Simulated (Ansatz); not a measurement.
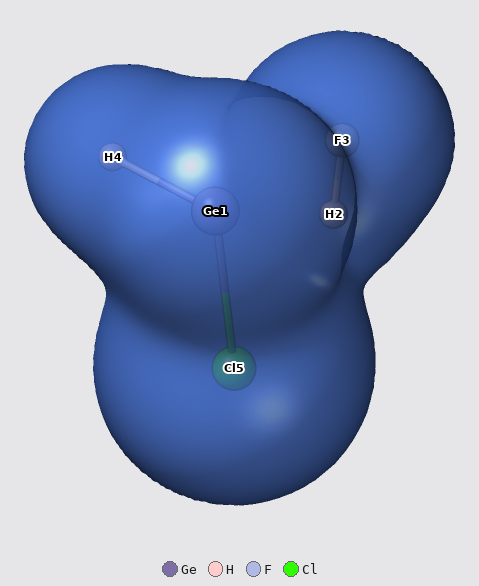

Figure. ClGeH···HF. Isosurface of the electron density at 0.05 e/Å³ (blue), seen at a tilt.

All numbers below come from RKS B3LYP-D4/def2-TZVP in Ansatz.

```xyz
5

Ge   -0.9818    0.3705    0.3319
H     1.3499   -0.5922    0.6558
F     1.3180    0.2535    1.0771
H    -0.3847    1.1064   -0.9588
Cl   -0.3011   -1.6850   -0.3979
```

Question: How is the density connected at this value?

Answer: At this value the surface is in one piece. It bridges the sampled Ge···F (2.42 Å), Ge–Cl (2.28 Å), F–H (0.95 Å) and Ge–H (1.60 Å) contacts, where the density stays above the isovalue. On the grid the lowest density along these lines, outside the cores, is 0.2 e/Å³ (Ge···F, 2.42 Å), 0.55 e/Å³ (Ge–Cl, 2.28 Å), 2.2 e/Å³ (F–H, 0.95 Å) and 0.82 e/Å³ (Ge–H, 1.60 Å).
